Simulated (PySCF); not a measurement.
## Electronic structure of C2H7ClOSi3 in real space

```tsv
atom	x (Å)	y (Å)	z (Å)
Si	3.2107	1.0075	0.1491
C	1.7184	0.0192	-0.3199
C	0.7337	-0.6177	-0.6232
Si	-0.8194	-1.5393	-1.0226
O	-2.0707	-0.7931	-0.2800
Si	-2.8402	0.3380	0.5656
Cl	-1.5449	1.2507	1.7938
H	4.0971	1.0560	-1.0180
H	3.8723	0.3362	1.2708
H	2.7721	2.3533	0.5230
H	-0.7971	-2.8834	-0.4489
H	-1.1233	-1.4605	-2.4506
H	-3.3673	1.3109	-0.3808
H	-3.8420	-0.3782	1.3396
```

Geometry: GFN2-xTB.

Level of theory: B3LYP/def2-SVPD, SCF density, gas phase in PySCF 2.14.0.

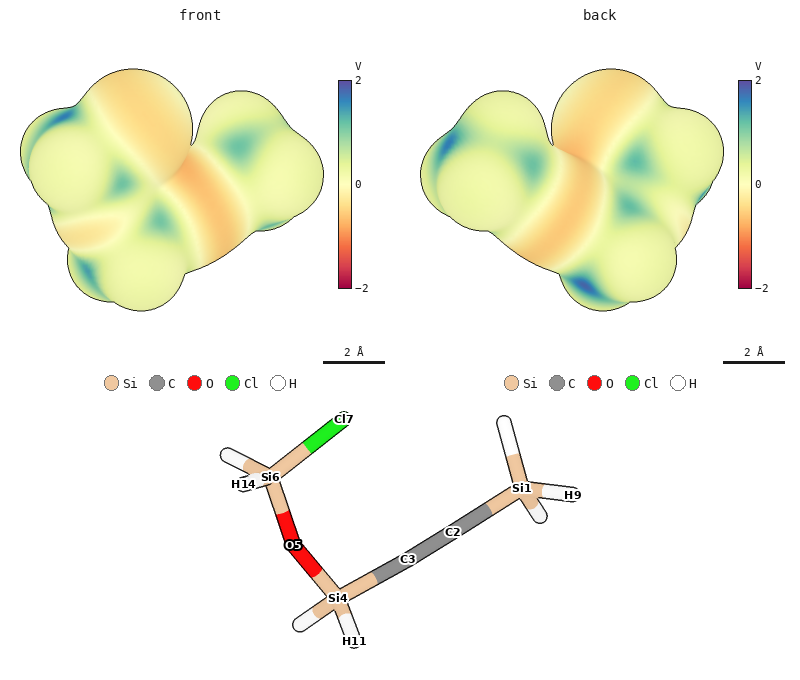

Figure 1. The molecular electrostatic potential painted on the density surface at 0.002 e/bohr³, seen from the front and from behind; red is negative and blue positive. The bare structure is drawn below in the same view.

**Where is the surface potential most negative and most positive?**

The most negative region (about −0.7 V, or −16 kcal/mol for a unit charge) lies over C2, C3 and Cl7, the most positive (about +1.6 V, or +37 kcal/mol for a unit charge) over Si1, Si4 and Si6.

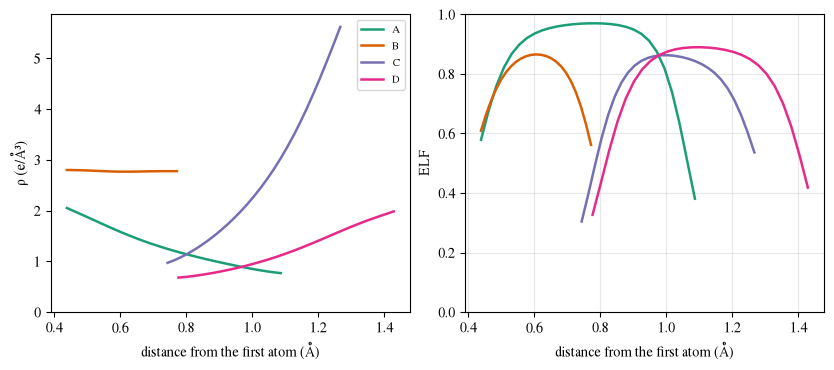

Figure 2. Total electron density and ELF along straight lines between neighbouring atoms. The curves leave out the atomic cores.

**Which curve belongs to which contact (C–C, C–Si, Si–Cl and Si–O)? The first atom named is at distance zero.**

Curve A: C–Si (1.85 Å): the density is about 0.95 e/Å³ at the midpoint; the ELF peaks at about 1 between the atoms (a covalent bond). Curve B: C–C (1.21 Å): the density is about 2.8 e/Å³ at the midpoint; the ELF peaks at about 0.85 between the atoms; a multiple bond. Curve C: Si–O (1.61 Å): the density is about 1.1 e/Å³ at the midpoint; the ELF peaks at about 0.85 between the atoms, as expected for a polar covalent bond. Curve D: Si–Cl (2.00 Å): ρ is about 0.95 e/Å³ halfway; the ELF peaks at about 0.90 between the atoms: a shared but strongly polarised pair.
